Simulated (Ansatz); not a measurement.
## Profile along the Sc–Sc line in Sc (hcp, Mg type)

Sc (hcp, Mg type)

```xyz
2
Lattice="3.3311 0.0000 0.0000 -1.6655 2.8848 0.0000 0.0000 0.0000 5.1943" Properties=species:S:1:pos:R:3 pbc="T T T"
Sc     0.0000     1.9232     3.8958
Sc     1.6655     0.9616     1.2986
```

Fields along a shortest Sc–Sc line of a (-1 1 0 2) plane (3.33 Å), from Sc to Sc, interpolated on the slice's grid (step about 0.2 Å). Method: r2SCAN (plane waves to 500 eV, PAW, scalar-relativistic; Ansatz, a first-principles code). k mesh 16×16×9. These are valence fields of a PAW run, semicore shells included where kept as valence: close to a nucleus they are smooth pseudo fields. Sc is run without spin polarisation. Sc was relaxed with its symmetry unable to fall. The PAW data are Ansatz's earlier set.

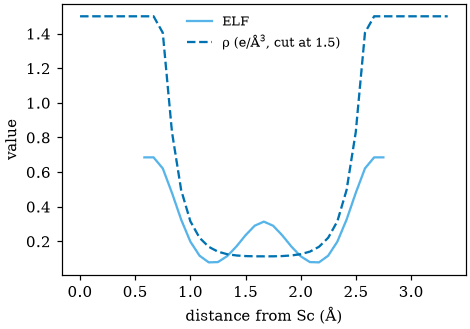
Figure: ELF (away from the nuclei) and valence density from Sc to Sc.

Density on the Sc–Sc line (3.33 Å) at its midpoint: 0.11 e/Å³. ELF at that point: 0.31.
